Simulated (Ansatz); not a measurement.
The figure comes from a scan of Ti (hcp, Mg type): one Ti atom of a 2-atom cell moves by s along Cartesian [110], with its periodic images. All values below come from PBE (plane waves to 420 eV, PAW, scalar-relativistic; Ansatz, a quantum-chemistry and plane-wave program). k mesh 15×15×8 (Γ-centred), Fermi-Dirac smearing 0.05 eV. E stands for the smeared free energy. With partly filled bands, energies and forces of such displacements shift with the k mesh and the smearing. The PAW data are Ansatz's earlier set. Ti is run without spin polarisation. Ti was relaxed with its symmetry unable to fall. The zero of ΔE is the undisplaced structure.

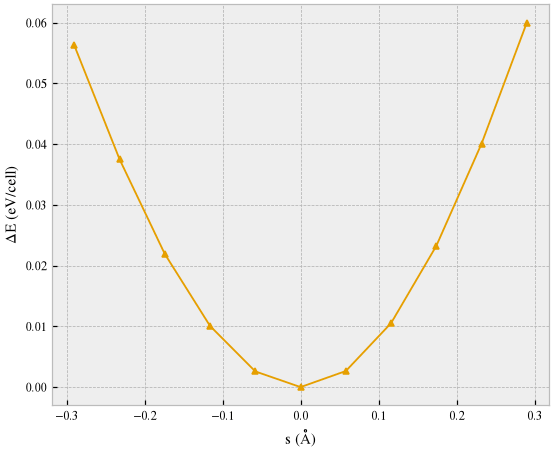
*ΔE (eV/cell) against s (Å); markers are the computed points, lines only join them.*

Question: List the plotted points as numbers.

Answer: To the nearest 0.001:

| s (Å) | ΔE (eV/cell) |
|---|---|
| -0.290 | 0.056 |
| -0.232 | 0.038 |
| -0.174 | 0.022 |
| -0.116 | 0.010 |
| -0.058 | 0.003 |
| 0.000 | 0.000 |
| 0.058 | 0.003 |
| 0.116 | 0.011 |
| 0.174 | 0.023 |
| 0.232 | 0.040 |
| 0.290 | 0.060 |

(For displaced atoms, the force is minus the slope of the energy, and its curvature is a force constant, which sets phonon frequencies.)
